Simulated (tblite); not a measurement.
**Geometry relaxation, with input and output: C6H11N3O**

- system: C6H11N3O, SMILES COc1cnnn1C(C)C
- method: GFN2-xTB geometry optimisation, gas phase (tblite 0.8.0)

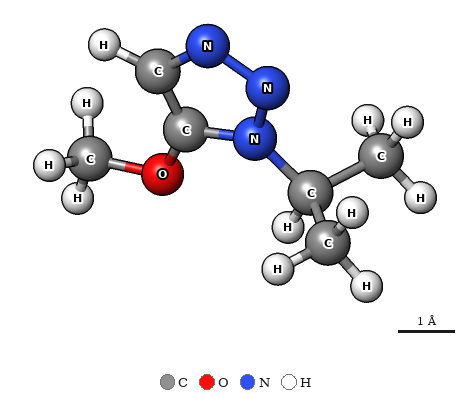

**Figure 1.** The structure as given in the input (ball-and-stick view, seen at a tilt).

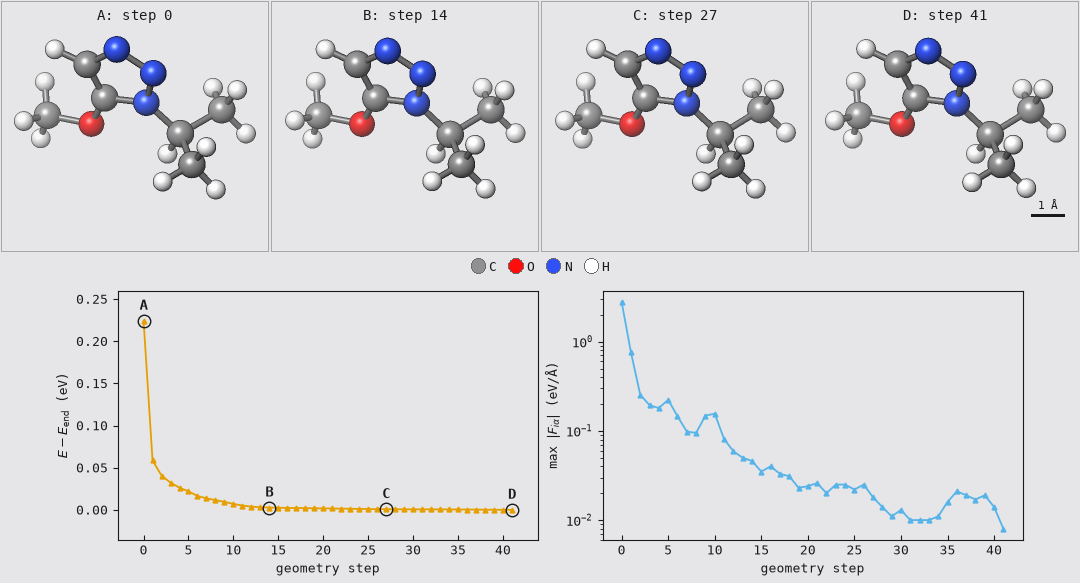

**Figure 2.** Frames of the relaxation (ball-and-stick view, seen at a tilt) above the curves, on which the letters mark them (steps are counted from 0).

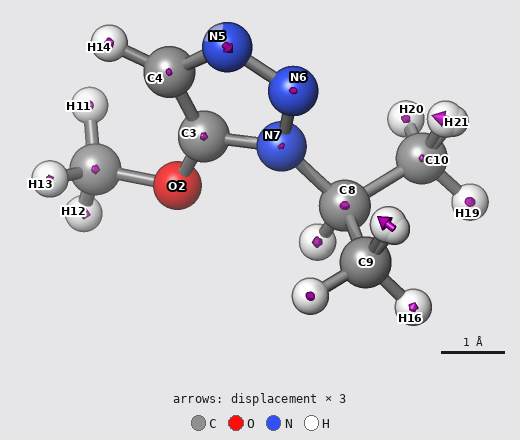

**Figure 3.** Start (faint) and end (solid) with the displacements as pink arrows, magnified 3 times (ball-and-stick view, seen at a tilt). The two geometries are laid on each other by the best rigid fit. The largest moves after the best rigid fit, 0.12 Å, are those of H17 and H21. By element the largest moves are H 0.12 Å, N 0.07 Å, C 0.05 Å, O 0.02 Å. Distances before and after: N5–N6 1.332 → 1.275 Å, C3–N7 1.380 → 1.354 Å, C1–O2 1.436 → 1.412 Å, C3–C4 1.361 → 1.381 Å. Among the angles that change: C3–C4–N5 110.7° → 107.3°, C9–C8–H15 107.6° → 110.3°, C4–N5–N6 107.2° → 109.8°. After 41 geometry steps the energy has fallen by 0.224 eV. The largest force component goes from 2.8 to 0.008 eV/Å. (Atoms are counted from 1 in the order of the input.)

The input and output of the run follow.

The input
```
{"job": {"kind": "relax", "xc": "GFN2-xTB", "basis": "xTB"}, "charge": 0, "multiplicity": 1}
C      3.008100     0.398600    -1.092400
O      1.585800     0.424500    -0.897600
C      1.165100    -0.254400     0.184700
C      1.745000    -0.983300     1.176900
N      0.791900    -1.463700     2.050200
N     -0.392900    -1.043100     1.609700
N     -0.179100    -0.311800     0.492100
C     -1.291200     0.291200    -0.211100
C     -2.022900     1.306500     0.654900
C     -2.262100    -0.777400    -0.744000
H      3.354700    -0.623300    -1.250700
H      3.215800     0.979200    -1.990200
H      3.516700     0.868000    -0.238600
H      2.795700    -1.210300     1.336700
H     -0.880100     0.827700    -1.074700
H     -2.814600     1.816300     0.092400
H     -2.497100     0.841900     1.527200
H     -1.335900     2.067800     1.023600
H     -3.047600    -0.313400    -1.346800
H     -1.723500    -1.498300    -1.372000
H     -2.740800    -1.325600     0.069300
```

The first line tells a small driver script what to run in tblite; the rest is the geometry in Å.

Command:
```bash
OMP_NUM_THREADS=1 python <driver script> task.json out
```

What the program printed
```
step      E/eV     max force
  0    -850.97774    2.949
  1    -851.14340    0.779
  2    -851.16132    0.314
  3    -851.16972    0.263
  4    -851.17574    0.197
  5    -851.18007    0.273
  6    -851.18558    0.180
  7    -851.18834    0.105
  8    -851.19041    0.100
  9    -851.19254    0.177
 10    -851.19495    0.185
 11    -851.19695    0.094
 12    -851.19822    0.075
 13    -851.19893    0.074
 14    -851.19932    0.064
 15    -851.19953    0.043
 16    -851.19967    0.045
 17    -851.19982    0.038
 18    -851.19997    0.048
 19    -851.20012    0.034
 20    -851.20025    0.024
 21    -851.20039    0.027
 22    -851.20055    0.033
 23    -851.20074    0.031
 24    -851.20091    0.030
 25    -851.20105    0.026
 26    -851.20116    0.030
 27    -851.20124    0.026
 28    -851.20130    0.018
 29    -851.20135    0.012
 30    -851.20139    0.015
 31    -851.20142    0.013
 32    -851.20144    0.011
 33    -851.20147    0.012
 34    -851.20150    0.013
 35    -851.20155    0.020
 36    -851.20163    0.024
 37    -851.20173    0.023
 38    -851.20183    0.021
 39    -851.20190    0.021
 40    -851.20195    0.015
 41    -851.20198    0.009
```

Trajectory as extended XYZ (Å, eV, eV/Å), 10 of the 42 frames kept, from step=0 to step=41
```
21
Properties=species:S:1:pos:R:3:forces:R:3 step=0 energy=-850.97774
C     3.0081    0.3986   -1.0924   -0.4790   0.2100   0.1120
O     1.5858    0.4245   -0.8976    0.6300  -0.0150  -0.0940
C     1.1651   -0.2544    0.1847   -1.5830   0.0340   0.2160
C     1.7450   -0.9833    1.1769    0.3930  -1.0810   1.5400
N     0.7919   -1.4637    2.0502   -1.3350   1.5280  -2.1400
N    -0.3929   -1.0431    1.6097    2.7930  -0.1290  -0.1610
N    -0.1791   -0.3118    0.4921   -0.1510  -0.3370   0.5140
C    -1.2912    0.2912   -0.2111   -0.3740  -0.0080  -0.4900
C    -2.0229    1.3065    0.6549   -0.3620   0.2630   0.4960
C    -2.2621   -0.7774   -0.7440    0.1160  -0.2110  -0.0440
H     3.3547   -0.6233   -1.2507    0.0340  -0.0380   0.1510
H     3.2158    0.9792   -1.9902   -0.1660   0.0280   0.0270
H     3.5167    0.8680   -0.2386   -0.0650  -0.2180  -0.1300
H     2.7957   -1.2103    1.3367   -0.5010   0.0760  -0.0120
H    -0.8801    0.8277   -1.0747    0.2250  -0.0790   0.0280
H    -2.8146    1.8163    0.0924    0.2910  -0.2260  -0.0020
H    -2.4971    0.8419    1.5272    0.2250  -0.0750  -0.2430
H    -1.3359    2.0678    1.0236    0.0280  -0.0420  -0.0420
H    -3.0476   -0.3134   -1.3468    0.2340  -0.0100   0.1240
H    -1.7235   -1.4983   -1.3720   -0.1410   0.1980   0.1630
H    -2.7408   -1.3256    0.0693    0.1860   0.1310  -0.0110
21
Properties=species:S:1:pos:R:3:forces:R:3 step=5 energy=-851.18007
C     2.9890    0.3980   -1.0856   -0.0150  -0.0020   0.0170
O     1.5882    0.4176   -0.8875   -0.0350   0.1530  -0.2230
C     1.1342   -0.2539    0.1895    0.0190   0.0130  -0.0260
C     1.7501   -0.9883    1.1818   -0.0880  -0.0150   0.0200
N     0.7838   -1.4362    2.0063   -0.0920   0.0210  -0.0020
N    -0.3536   -1.0338    1.5957   -0.0620  -0.0180   0.0280
N    -0.1921   -0.3054    0.4842    0.0470  -0.0280   0.0630
C    -1.3071    0.2977   -0.2245    0.1700  -0.0170   0.0040
C    -2.0267    1.3107    0.6662    0.0340  -0.0260  -0.0310
C    -2.2580   -0.7805   -0.7423    0.0390   0.0310   0.0060
H     3.3554   -0.6207   -1.2341   -0.0270  -0.0550   0.0410
H     3.1908    0.9812   -1.9840   -0.1400  -0.0060   0.0330
H     3.5146    0.8516   -0.2417   -0.0150  -0.0140   0.0630
H     2.7818   -1.2139    1.3459    0.0150   0.0010  -0.0020
H    -0.8591    0.8218   -1.0749    0.0370   0.0290  -0.0540
H    -2.8023    1.8053    0.0877   -0.0200   0.0010   0.0080
H    -2.4841    0.8236    1.5234    0.0740  -0.0700  -0.0290
H    -1.3304    2.0665    1.0232    0.0090  -0.0240   0.0140
H    -3.0337   -0.3131   -1.3408   -0.0500   0.0130  -0.0200
H    -1.7257   -1.4933   -1.3672    0.0330  -0.0110   0.0090
H    -2.7240   -1.3178    0.0781    0.0680   0.0240   0.0800
21
Properties=species:S:1:pos:R:3:forces:R:3 step=9 energy=-851.19254
C     2.9780    0.3961   -1.0808   -0.0280   0.0140  -0.0150
O     1.5761    0.4284   -0.9012    0.0110  -0.0970   0.1480
C     1.1311   -0.2483    0.1813   -0.0260  -0.0220   0.0400
C     1.7417   -0.9860    1.1765    0.0370  -0.0090   0.0210
N     0.7753   -1.4318    2.0015   -0.0310   0.0010   0.0000
N    -0.3620   -1.0282    1.5906    0.0170   0.0080  -0.0060
N    -0.1910   -0.3015    0.4825   -0.0070   0.0010  -0.0260
C    -1.2918    0.3021   -0.2333   -0.0510   0.0470  -0.0660
C    -2.0174    1.3058    0.6613    0.0250   0.0040  -0.0190
C    -2.2492   -0.7755   -0.7406    0.0220   0.0010  -0.0130
H     3.3452   -0.6265   -1.2192   -0.0860   0.0280  -0.0270
H     3.1582    0.9824   -1.9783    0.0890   0.0000  -0.0320
H     3.5059    0.8424   -0.2315   -0.0840   0.0260  -0.0120
H     2.7729   -1.2146    1.3492   -0.0220   0.0120  -0.0250
H    -0.8409    0.8243   -1.0846    0.0100   0.0150  -0.0180
H    -2.7996    1.7988    0.0894   -0.0020  -0.0110   0.0360
H    -2.4624    0.8002    1.5149    0.0410  -0.0290  -0.0340
H    -1.3261    2.0616    1.0265    0.0120   0.0040   0.0070
H    -3.0329   -0.3132   -1.3370    0.0130  -0.0290   0.0450
H    -1.7203   -1.4935   -1.3629    0.0120  -0.0100  -0.0010
H    -2.6997   -1.3060    0.0953    0.0490   0.0440  -0.0020
21
Properties=species:S:1:pos:R:3:forces:R:3 step=14 energy=-851.19932
C     2.9657    0.3982   -1.0806   -0.0100  -0.0020   0.0010
O     1.5669    0.4256   -0.8936   -0.0250   0.0360  -0.0460
C     1.1279   -0.2516    0.1866    0.0110   0.0000  -0.0020
C     1.7363   -0.9885    1.1822   -0.0300  -0.0010   0.0080
N     0.7635   -1.4308    2.0029    0.0080  -0.0090   0.0180
N    -0.3708   -1.0243    1.5874   -0.0100  -0.0040  -0.0040
N    -0.1933   -0.2998    0.4782   -0.0030   0.0050   0.0030
C    -1.2838    0.3111   -0.2489    0.0080  -0.0120   0.0130
C    -2.0071    1.3047    0.6552   -0.0040   0.0040   0.0070
C    -2.2381   -0.7721   -0.7429   -0.0020  -0.0020  -0.0020
H     3.3210   -0.6268   -1.2187    0.0150  -0.0070  -0.0150
H     3.1578    0.9813   -1.9791    0.0120  -0.0050   0.0120
H     3.4830    0.8453   -0.2270    0.0130   0.0140  -0.0080
H     2.7685   -1.2139    1.3469   -0.0090  -0.0190   0.0270
H    -0.8276    0.8317   -1.0983    0.0030   0.0000   0.0020
H    -2.8009    1.7954    0.0992   -0.0040   0.0180   0.0120
H    -2.4381    0.7779    1.5024    0.0130  -0.0020   0.0120
H    -1.3198    2.0600    1.0290    0.0060   0.0070  -0.0180
H    -3.0339   -0.3201   -1.3279   -0.0090  -0.0160  -0.0150
H    -1.7132   -1.4963   -1.3616   -0.0010   0.0110  -0.0090
H    -2.6725   -1.2902    0.1080    0.0200  -0.0150   0.0030
21
Properties=species:S:1:pos:R:3:forces:R:3 step=18 energy=-851.19997
C     2.9630    0.3984   -1.0811    0.0160   0.0060  -0.0080
O     1.5635    0.4281   -0.8962    0.0250  -0.0260   0.0310
C     1.1273   -0.2511    0.1863   -0.0070   0.0070  -0.0050
C     1.7338   -0.9887    1.1836    0.0090   0.0020  -0.0050
N     0.7613   -1.4310    2.0041   -0.0160   0.0090  -0.0190
N    -0.3729   -1.0245    1.5868   -0.0030   0.0050   0.0010
N    -0.1939   -0.2995    0.4785   -0.0090  -0.0020   0.0000
C    -1.2835    0.3116   -0.2494   -0.0090   0.0060  -0.0070
C    -2.0064    1.3053    0.6557    0.0070  -0.0010  -0.0020
C    -2.2373   -0.7724   -0.7435    0.0030  -0.0040  -0.0010
H     3.3200   -0.6264   -1.2212   -0.0080   0.0080   0.0080
H     3.1610    0.9807   -1.9780   -0.0100   0.0110  -0.0180
H     3.4817    0.8478   -0.2291   -0.0060  -0.0090   0.0000
H     2.7649   -1.2176    1.3522   -0.0120  -0.0050   0.0100
H    -0.8260    0.8319   -1.0985   -0.0040  -0.0010   0.0050
H    -2.8017    1.7980    0.1032   -0.0020  -0.0050   0.0120
H    -2.4329    0.7758    1.5038    0.0100   0.0180   0.0080
H    -1.3176    2.0613    1.0256    0.0050   0.0010  -0.0040
H    -3.0353   -0.3243   -1.3291   -0.0030  -0.0070   0.0100
H    -1.7122   -1.4947   -1.3638    0.0100   0.0020  -0.0090
H    -2.6659   -1.2920    0.1094    0.0040  -0.0140  -0.0070
21
Properties=species:S:1:pos:R:3:forces:R:3 step=23 energy=-851.20074
C     2.9643    0.4003   -1.0839   -0.0200  -0.0080   0.0140
O     1.5651    0.4268   -0.8949   -0.0220   0.0170  -0.0140
C     1.1259   -0.2504    0.1870    0.0150  -0.0150   0.0080
C     1.7294   -0.9891    1.1853   -0.0180  -0.0120   0.0160
N     0.7538   -1.4302    2.0029    0.0020  -0.0090   0.0250
N    -0.3788   -1.0220    1.5848    0.0000   0.0020  -0.0150
N    -0.1964   -0.2981    0.4768    0.0160   0.0100  -0.0100
C    -1.2856    0.3129   -0.2514    0.0040  -0.0020   0.0010
C    -2.0035    1.3073    0.6566   -0.0020   0.0040   0.0040
C    -2.2350   -0.7753   -0.7454    0.0020   0.0010  -0.0010
H     3.3188   -0.6249   -1.2223    0.0200  -0.0040  -0.0090
H     3.1592    0.9835   -1.9823   -0.0150  -0.0120   0.0200
H     3.4811    0.8484   -0.2307    0.0180   0.0060  -0.0040
H     2.7575   -1.2240    1.3629    0.0010   0.0130  -0.0170
H    -0.8260    0.8331   -1.0989   -0.0160   0.0080  -0.0160
H    -2.8046    1.7995    0.1126   -0.0040  -0.0070  -0.0050
H    -2.4215    0.7806    1.5105    0.0060   0.0030   0.0080
H    -1.3115    2.0640    1.0191    0.0050   0.0040  -0.0060
H    -3.0395   -0.3328   -1.3263   -0.0020   0.0020   0.0100
H    -1.7060   -1.4912   -1.3706    0.0020   0.0080   0.0000
H    -2.6556   -1.3016    0.1077    0.0050  -0.0080  -0.0100
21
Properties=species:S:1:pos:R:3:forces:R:3 step=27 energy=-851.20124
C     2.9628    0.4003   -1.0835    0.0090  -0.0040   0.0020
O     1.5643    0.4267   -0.8936    0.0130  -0.0130   0.0180
C     1.1266   -0.2519    0.1883   -0.0150   0.0040  -0.0010
C     1.7252   -0.9916    1.1892    0.0080   0.0060  -0.0080
N     0.7468   -1.4303    2.0046   -0.0010   0.0040  -0.0110
N    -0.3835   -1.0198    1.5815   -0.0020  -0.0050   0.0130
N    -0.1961   -0.2962    0.4745   -0.0110  -0.0080   0.0090
C    -1.2860    0.3143   -0.2532    0.0000   0.0010   0.0010
C    -2.0012    1.3090    0.6577    0.0040  -0.0060  -0.0040
C    -2.2326   -0.7770   -0.7466    0.0000   0.0060   0.0030
H     3.3209   -0.6238   -1.2241   -0.0010   0.0010  -0.0010
H     3.1540    0.9835   -1.9820    0.0000   0.0010   0.0020
H     3.4834    0.8493   -0.2325   -0.0010   0.0020  -0.0040
H     2.7535   -1.2256    1.3665    0.0000   0.0030  -0.0040
H    -0.8299    0.8357   -1.1025   -0.0130  -0.0010   0.0030
H    -2.8074    1.7981    0.1180    0.0050  -0.0060  -0.0010
H    -2.4121    0.7848    1.5167    0.0080  -0.0040  -0.0040
H    -1.3064    2.0668    1.0134   -0.0090   0.0060  -0.0110
H    -3.0427   -0.3377   -1.3217    0.0020   0.0070  -0.0010
H    -1.7009   -1.4873   -1.3760   -0.0050   0.0100  -0.0060
H    -2.6475   -1.3101    0.1047    0.0110  -0.0020   0.0050
21
Properties=species:S:1:pos:R:3:forces:R:3 step=32 energy=-851.20144
C     2.9638    0.3996   -1.0829   -0.0060   0.0010   0.0000
O     1.5653    0.4254   -0.8915   -0.0050   0.0020  -0.0040
C     1.1248   -0.2523    0.1893    0.0080  -0.0010   0.0000
C     1.7236   -0.9919    1.1899   -0.0010  -0.0020   0.0030
N     0.7448   -1.4307    2.0050    0.0050  -0.0020   0.0050
N    -0.3855   -1.0201    1.5824    0.0070  -0.0010  -0.0050
N    -0.1979   -0.2967    0.4748    0.0080   0.0030  -0.0020
C    -1.2868    0.3145   -0.2534    0.0000  -0.0010   0.0010
C    -2.0002    1.3093    0.6577   -0.0040   0.0020  -0.0010
C    -2.2322   -0.7770   -0.7468   -0.0010   0.0000  -0.0020
H     3.3224   -0.6240   -1.2250    0.0000   0.0020   0.0040
H     3.1519    0.9836   -1.9815    0.0040  -0.0020   0.0010
H     3.4851    0.8501   -0.2333    0.0000  -0.0050   0.0010
H     2.7521   -1.2255    1.3667   -0.0030   0.0010  -0.0020
H    -0.8337    0.8365   -1.1036    0.0100  -0.0040   0.0040
H    -2.8084    1.7960    0.1195   -0.0100  -0.0050  -0.0020
H    -2.4062    0.7855    1.5191    0.0020   0.0010   0.0010
H    -1.3061    2.0699    1.0082   -0.0030   0.0040  -0.0030
H    -3.0441   -0.3377   -1.3193   -0.0070   0.0030   0.0080
H    -1.6999   -1.4831   -1.3804   -0.0050   0.0020  -0.0060
H    -2.6417   -1.3144    0.1046    0.0000   0.0010  -0.0020
21
Properties=species:S:1:pos:R:3:forces:R:3 step=36 energy=-851.20163
C     2.9638    0.3995   -1.0824    0.0020  -0.0050   0.0030
O     1.5652    0.4250   -0.8912    0.0080  -0.0040   0.0140
C     1.1252   -0.2527    0.1903   -0.0090   0.0020  -0.0060
C     1.7231   -0.9925    1.1912    0.0150   0.0070  -0.0110
N     0.7450   -1.4316    2.0066   -0.0070   0.0100  -0.0210
N    -0.3852   -1.0212    1.5828   -0.0060   0.0040   0.0030
N    -0.1976   -0.2971    0.4755   -0.0060  -0.0020   0.0040
C    -1.2868    0.3144   -0.2531    0.0130   0.0040  -0.0030
C    -2.0010    1.3102    0.6568    0.0070  -0.0120  -0.0060
C    -2.2327   -0.7765   -0.7475    0.0070   0.0100   0.0050
H     3.3230   -0.6243   -1.2236   -0.0050   0.0030  -0.0030
H     3.1522    0.9832   -1.9814    0.0040  -0.0050   0.0080
H     3.4864    0.8488   -0.2325   -0.0110   0.0020  -0.0060
H     2.7518   -1.2250    1.3658    0.0120  -0.0070   0.0100
H    -0.8322    0.8354   -1.1029    0.0080   0.0020  -0.0020
H    -2.8140    1.7907    0.1193    0.0030  -0.0110   0.0110
H    -2.3999    0.7856    1.5212   -0.0040   0.0160   0.0000
H    -1.3084    2.0754    1.0013   -0.0140  -0.0040  -0.0040
H    -3.0486   -0.3350   -1.3130   -0.0010  -0.0040   0.0100
H    -1.7021   -1.4777   -1.3881   -0.0120   0.0010   0.0030
H    -2.6359   -1.3176    0.1046   -0.0030  -0.0070  -0.0110
21
Properties=species:S:1:pos:R:3:forces:R:3 step=41 energy=-851.20198
C     2.9645    0.3980   -1.0807    0.0000  -0.0010   0.0020
O     1.5660    0.4245   -0.8893    0.0000   0.0030  -0.0040
C     1.1252   -0.2532    0.1914    0.0070   0.0010  -0.0010
C     1.7237   -0.9928    1.1920   -0.0030  -0.0040  -0.0010
N     0.7445   -1.4322    2.0063    0.0050  -0.0010   0.0050
N    -0.3858   -1.0216    1.5834    0.0070   0.0020  -0.0040
N    -0.1978   -0.2974    0.4763    0.0070   0.0020  -0.0050
C    -1.2851    0.3147   -0.2538   -0.0030   0.0000  -0.0010
C    -2.0012    1.3102    0.6544   -0.0010   0.0040   0.0050
C    -2.2326   -0.7745   -0.7484   -0.0030  -0.0050  -0.0020
H     3.3234   -0.6255   -1.2220   -0.0040  -0.0050  -0.0010
H     3.1534    0.9815   -1.9795    0.0020  -0.0010   0.0020
H     3.4868    0.8476   -0.2313   -0.0030   0.0040   0.0050
H     2.7525   -1.2261    1.3679   -0.0080   0.0000   0.0030
H    -0.8274    0.8346   -1.1028   -0.0070   0.0050  -0.0020
H    -2.8249    1.7772    0.1221   -0.0010  -0.0030  -0.0060
H    -2.3877    0.7905    1.5271   -0.0010  -0.0030   0.0040
H    -1.3152    2.0861    0.9862    0.0040   0.0060   0.0030
H    -3.0583   -0.3310   -1.2974    0.0000   0.0060  -0.0010
H    -1.7088   -1.4665   -1.4037   -0.0010  -0.0060  -0.0020
H    -2.6241   -1.3273    0.1015    0.0030  -0.0020   0.0030
```

Summary

- outcome: converged
- total energy: −851.2020 eV
- hardware: 1 CPU thread, shared host
- peak memory: 0.18 GiB
